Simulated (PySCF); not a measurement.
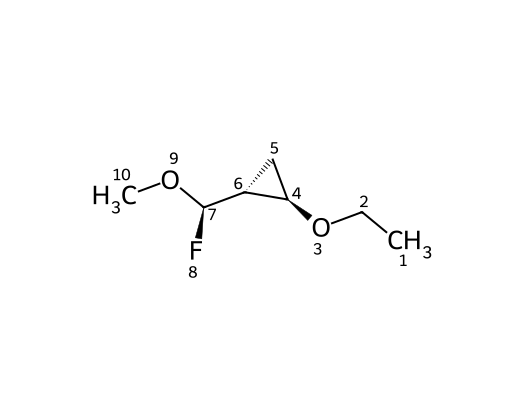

A structural formula, with wedges where it has stereocentres; small numbers name the atoms. The configuration is that of a computed structure (PBE0-D3(BJ)/def2-SVP).

Question: Give the R/S and E/Z labels.

Answer: C4: R; C6: R; C7: R.
